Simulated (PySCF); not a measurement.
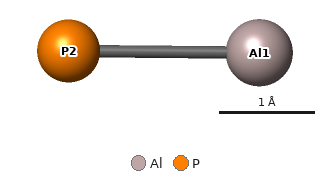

Fig. 1: The input geometry (ball-and-stick view, seen on its broad side; atoms are numbered from 1 in the order of the input). Sticks mark near contacts. Bond lengths as drawn: Al–P 2.02 Å.

**Single-point calculation of AlP (charge −1)**

The run: single-point calculation of AlP, charge −1, multiplicity 2. Method and program: UHF/sbkjc, ccsd(t) (PySCF 2.14.0).

### Input
```python
from pyscf import gto, scf, cc

mol = gto.M(
    atom='Al 0 0 0; P 0 0 2.018',
    basis='sbkjc',
    ecp={'Al': 'sbkjc', 'P': 'sbkjc'},
    charge=-1,
    spin=1,
    symmetry=True,
    verbose=4,
)
mf = scf.UHF(mol)
mf = mf.density_fit(auxbasis='def2-universal-jkfit')
mf.kernel()
mycc = cc.CCSD(mf)
mycc.kernel()
mycc.ccsd_t()
mf.dip_moment()
print('orbital energies (hartree):', [e[max(0, n-3):n+3].round(4) for e, n in zip(mf.mo_energy, mol.nelec)])
```

Hardware: 1 CPU thread, shared host.

Launch command:
```bash
OMP_NUM_THREADS=1 python input.py
```

### The program's output
```
PySCF version 2.14.0

[INPUT] verbose = 4
[INPUT] num. atoms = 2
[INPUT] num. electrons = 9
[INPUT] charge = -1
[INPUT] spin (= nelec alpha-beta = 2S) = 1
[INPUT] symmetry True subgroup None
[INPUT] Mole.unit = angstrom
[INPUT] Symbol           X                Y                Z      unit          X                Y                Z       unit  Magmom
[INPUT]  1 Al     0.000000000000   0.000000000000   0.000000000000 AA    0.000000000000   0.000000000000   0.000000000000 Bohr   0.0
[INPUT]  2 P      0.000000000000   0.000000000000   2.018000000000 AA    0.000000000000   0.000000000000   3.813467319372 Bohr   0.0

nuclear repulsion = 3.93342822784936
point group symmetry = Coov
symmetry origin: [0.         0.         2.04292892]
symmetry axis x: [1. 0. 0.]
symmetry axis y: [0. 1. 0.]
symmetry axis z: [0. 0. 1.]
num. orbitals of irrep A1 = 8
num. orbitals of irrep E1x = 4
num. orbitals of irrep E1y = 4
number of shells = 8
number of NR pGTOs = 32
number of NR cGTOs = 16
basis = sbkjc
ecp = {'Al': 'sbkjc', 'P': 'sbkjc'}

******** <class 'pyscf.df.df_jk.DFSymAdaptedUHF'> ********
method = DFSymAdaptedUHF
initial guess = minao
damping factor = 0
level_shift factor = 0
DIIS = <class 'pyscf.scf.diis.CDIIS'>
diis_start_cycle = 1
diis_space = 8
diis_damp = 0
SCF conv_tol = 1e-09
SCF conv_tol_grad = None
SCF max_cycles = 50
direct_scf = False
number electrons alpha = 5  beta = 4
Freeze 0 electrons in irreps []
    9 free electrons in irreps A1 E1x E1y
Set gradient conv threshold to 3.16228e-05
******** <class 'pyscf.df.df.DF'> ********
auxbasis = def2-universal-jkfit
init E= -7.58395617072467
alpha HOMO (A1) = -0.0655496007836828  LUMO (E1x) = 0.080796139414148
beta  HOMO (E1x) = -0.107582585858701  LUMO (A1) = -0.0655496007836828

WARN: HOMO -0.0655496007836828 >= LUMO -0.0655496007836828

WARN: alpha-A1 HOMO -0.0655496007836828 > system LUMO -0.0655496007836828

WARN: beta-A1 LUMO -0.0655496007836828 < system HOMO -0.0655496007836828

cycle= 1 E= -8.1702581976287  delta_E= -0.586  |g|= 0.173  |ddm|= 1.75
alpha HOMO (E1x) = -0.0452865576996621  LUMO (E1x) = 0.218282698875887
beta  HOMO (E1x) = -0.0333943729267151  LUMO (A1) = 0.178295123321832
  HOMO = -0.0333943729267  LUMO = 0.178295123322  gap/eV = 5.76036
cycle= 2 E= -8.18810183628536  delta_E= -0.0178  |g|= 0.147  |ddm|= 0.663
alpha HOMO (E1x) = -0.0872285448375986  LUMO (E1x) = 0.222102425651229
beta  HOMO (E1x) = -0.0762533149059227  LUMO (A1) = 0.170377452441654
  HOMO = -0.0762533149059  LUMO = 0.170377452442  gap/eV = 6.71117
cycle= 3 E= -8.20982868874846  delta_E= -0.0217  |g|= 0.0185  |ddm|= 0.219
alpha HOMO (E1x) = -0.0896912053743523  LUMO (E1x) = 0.224118363549222
beta  HOMO (E1x) = -0.0791905362632195  LUMO (A1) = 0.174846920173164
  HOMO = -0.0791905362632  LUMO = 0.174846920173  gap/eV = 6.91271
cycle= 4 E= -8.210670049217  delta_E= -0.000841  |g|= 0.00547  |ddm|= 0.125
alpha HOMO (E1x) = -0.0885045043065497  LUMO (E1x) = 0.224297460270493
beta  HOMO (E1x) = -0.0773936047411601  LUMO (A1) = 0.176078671182588
  HOMO = -0.0773936047412  LUMO = 0.176078671183  gap/eV = 6.89733
cycle= 5 E= -8.21079296344318  delta_E= -0.000123  |g|= 0.00284  |ddm|= 0.0447
alpha HOMO (E1x) = -0.0889072209687518  LUMO (E1x) = 0.224448212736255
beta  HOMO (E1x) = -0.0765718928175594  LUMO (A1) = 0.176238487334634
  HOMO = -0.0765718928176  LUMO = 0.176238487335  gap/eV = 6.87932
cycle= 6 E= -8.21085054163248  delta_E= -5.76e-05  |g|= 0.00213  |ddm|= 0.0182
alpha HOMO (E1x) = -0.0898873818046509  LUMO (E1x) = 0.224436200578281
beta  HOMO (E1x) = -0.0748116125602598  LUMO (A1) = 0.176029867804287
  HOMO = -0.0748116125603  LUMO = 0.176029867804  gap/eV = 6.82574
cycle= 7 E= -8.21092716547253  delta_E= -7.66e-05  |g|= 0.00137  |ddm|= 0.0296
alpha HOMO (E1x) = -0.0908542976964845  LUMO (E1x) = 0.224503102560283
beta  HOMO (E1x) = -0.0740358346805248  LUMO (A1) = 0.175870612672266
  HOMO = -0.0740358346805  LUMO = 0.175870612672  gap/eV = 6.80030
cycle= 8 E= -8.21095672777864  delta_E= -2.96e-05  |g|= 0.00126  |ddm|= 0.0145
alpha HOMO (E1x) = -0.0913325961752721  LUMO (E1x) = 0.224550498041287
beta  HOMO (E1x) = -0.0737870648585884  LUMO (A1) = 0.175902379525679
  HOMO = -0.0737870648586  LUMO = 0.175902379526  gap/eV = 6.79440
cycle= 9 E= -8.21097102116419  delta_E= -1.43e-05  |g|= 0.00124  |ddm|= 0.00662
alpha HOMO (E1x) = -0.0939128159248335  LUMO (E1x) = 0.225028151195605
beta  HOMO (E1x) = -0.0725257534368866  LUMO (A1) = 0.176285059672408
  HOMO = -0.0725257534369  LUMO = 0.176285059672  gap/eV = 6.77049
cycle= 10 E= -8.21104354948197  delta_E= -7.25e-05  |g|= 0.0011  |ddm|= 0.0355
alpha HOMO (E1x) = -0.106348842847671  LUMO (E1x) = 0.228090854476239
beta  HOMO (E1x) = -0.0686237840051903  LUMO (A1) = 0.178214353899958
  HOMO = -0.0686237840052  LUMO = 0.1782143539  gap/eV = 6.71681
cycle= 11 E= -8.21110346441  delta_E= -5.99e-05  |g|= 0.00282  |ddm|= 0.139
alpha HOMO (E1x) = -0.0961865915750081  LUMO (E1x) = 0.225208286676957
beta  HOMO (E1x) = -0.0713688049209252  LUMO (A1) = 0.176306180203295
  HOMO = -0.0713688049209  LUMO = 0.176306180203  gap/eV = 6.73958
cycle= 12 E= -8.21109441771919  delta_E= 9.05e-06  |g|= 0.00141  |ddm|= 0.108
alpha HOMO (E1x) = -0.0997556810769685  LUMO (E1x) = 0.225930149189516
beta  HOMO (E1x) = -0.070029800275469  LUMO (A1) = 0.17671398602052
  HOMO = -0.0700298002755  LUMO = 0.176713986021  gap/eV = 6.71424
cycle= 13 E= -8.21114053169888  delta_E= -4.61e-05  |g|= 0.000633  |ddm|= 0.0421
alpha HOMO (E1x) = -0.102362717474127  LUMO (E1x) = 0.226630073719155
beta  HOMO (E1x) = -0.0693072935013114  LUMO (A1) = 0.177154545050226
  HOMO = -0.0693072935013  LUMO = 0.17715454505  gap/eV = 6.70657
cycle= 14 E= -8.21114653765223  delta_E= -6.01e-06  |g|= 0.000264  |ddm|= 0.0278
alpha HOMO (E1x) = -0.101747831547428  LUMO (E1x) = 0.226448823884857
beta  HOMO (E1x) = -0.0694656528144963  LUMO (A1) = 0.177040951643874
  HOMO = -0.0694656528145  LUMO = 0.177040951644  gap/eV = 6.70779
cycle= 15 E= -8.21114730291488  delta_E= -7.65e-07  |g|= 6.42e-06  |ddm|= 0.00649
alpha HOMO (E1x) = -0.10171270583529  LUMO (E1x) = 0.226439614882734
beta  HOMO (E1x) = -0.0694751704763706  LUMO (A1) = 0.177031244805625
  HOMO = -0.0694751704764  LUMO = 0.177031244806  gap/eV = 6.70778
cycle= 16 E= -8.21114730357088  delta_E= -6.56e-10  |g|= 4.91e-06  |ddm|= 0.000393
alpha HOMO (E1x) = -0.10171315720405  LUMO (E1x) = 0.226440567944529
beta  HOMO (E1x) = -0.0694744166548521  LUMO (A1) = 0.177033167157451
  HOMO = -0.0694744166549  LUMO = 0.177033167157  gap/eV = 6.70781
Extra cycle  E= -8.21114730361808  delta_E= -4.72e-11  |g|= 4.08e-06  |ddm|= 1.46e-05
converged SCF energy = -8.21114730361808  <S^2> = 0.83583393  2S+1 = 2.0840671

******** <class 'pyscf.cc.dfuccsd.UCCSD'> ********
CC2 = 0
CCSD nocc = (np.int64(5), np.int64(4)), nmo = (16, 16)
max_cycle = 50
direct = 0
conv_tol = 1e-07
conv_tol_normt = 1e-06
diis_space = 6
diis_start_cycle = 0
diis_start_energy_diff = 1e+09
Init t2, MP2 energy = -0.076819846202908
Init E_corr(UCCSD) = -0.0768198462318359
cycle = 1  E_corr(UCCSD) = -0.0821948285967622  dE = -0.00537498236  norm(t1,t2) = 0.112174
cycle = 2  E_corr(UCCSD) = -0.0878635046685016  dE = -0.00566867607  norm(t1,t2) = 0.0486386
cycle = 3  E_corr(UCCSD) = -0.0906980854516028  dE = -0.00283458078  norm(t1,t2) = 0.035349
cycle = 4  E_corr(UCCSD) = -0.093479217558661  dE = -0.00278113211  norm(t1,t2) = 0.0203959
cycle = 5  E_corr(UCCSD) = -0.0938143748318983  dE = -0.000335157273  norm(t1,t2) = 0.0109136
cycle = 6  E_corr(UCCSD) = -0.0941053132979934  dE = -0.000290938466  norm(t1,t2) = 0.00332422
cycle = 7  E_corr(UCCSD) = -0.094011020613122  dE = 9.42926849e-05  norm(t1,t2) = 0.000967889
cycle = 8  E_corr(UCCSD) = -0.0940298555750272  dE = -1.88349619e-05  norm(t1,t2) = 0.00035067
cycle = 9  E_corr(UCCSD) = -0.0940278129123885  dE = 2.04266264e-06  norm(t1,t2) = 0.000127846
cycle = 10  E_corr(UCCSD) = -0.0940292008009584  dE = -1.38788857e-06  norm(t1,t2) = 4.61616e-05
cycle = 11  E_corr(UCCSD) = -0.0940289389211751  dE = 2.61879783e-07  norm(t1,t2) = 2.17525e-05
cycle = 12  E_corr(UCCSD) = -0.0940284788516752  dE = 4.600695e-07  norm(t1,t2) = 1.12073e-05
cycle = 13  E_corr(UCCSD) = -0.0940285044734834  dE = -2.56218082e-08  norm(t1,t2) = 7.53134e-06
cycle = 14  E_corr(UCCSD) = -0.0940286126935092  dE = -1.08220026e-07  norm(t1,t2) = 5.16569e-06
cycle = 15  E_corr(UCCSD) = -0.0940287940135808  dE = -1.81320072e-07  norm(t1,t2) = 2.7098e-06
cycle = 16  E_corr(UCCSD) = -0.0940288244484889  dE = -3.0434908e-08  norm(t1,t2) = 1.07284e-06
cycle = 17  E_corr(UCCSD) = -0.0940288240467059  dE = 4.01782968e-10  norm(t1,t2) = 4.30197e-07
```

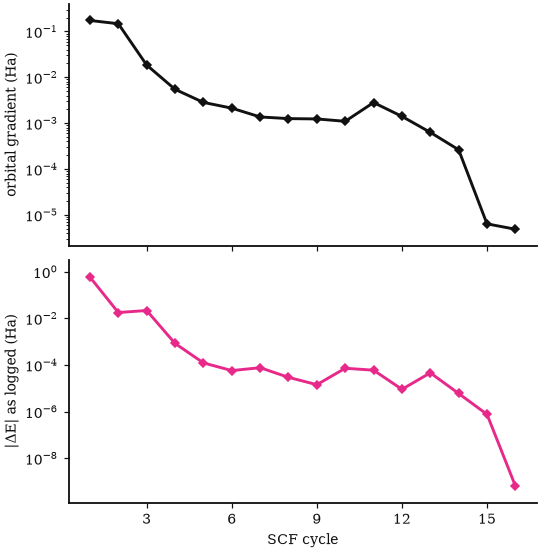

Fig. 2: Convergence of the self-consistent field: orbital gradient and size of the energy change against the SCF cycle. The residual comes down, with one marked jump up, by a factor of about 2.5, at step 11.

```
UCCSD converged
E(UCCSD) = -8.305176127664785  E_corr = -0.0940288240467059
UCCSD(T) correction = -0.00436329682729173

WARN: System has nonzero charge -1; the dipole moment is origin-dependent.
Location of origin: [0. 0. 0.]

Dipole moment(X, Y, Z, Debye):  0.00000,  0.00000, -6.85525
orbital energies (hartree): [array([-0.114 , -0.1017, -0.1017,  0.2264,  0.2264,  0.2716]), array([-0.1517, -0.0695, -0.0695,  0.177 ,  0.2372,  0.2372])]
```

### Key numbers

```json
{"quantity": "outcome", "value": "converged"}
{"quantity": "SCF energy", "value": "−8.211147 hartree"}
{"quantity": "(T) correction", "value": "−0.004363 hartree"}
{"quantity": "⟨S²⟩", "value": "0.836"}
{"quantity": "wall time", "value": "2.5 s"}
```

### Remarks

⟨S²⟩ is 0.84 against 0.75 for a pure state: the solution is spin-contaminated.
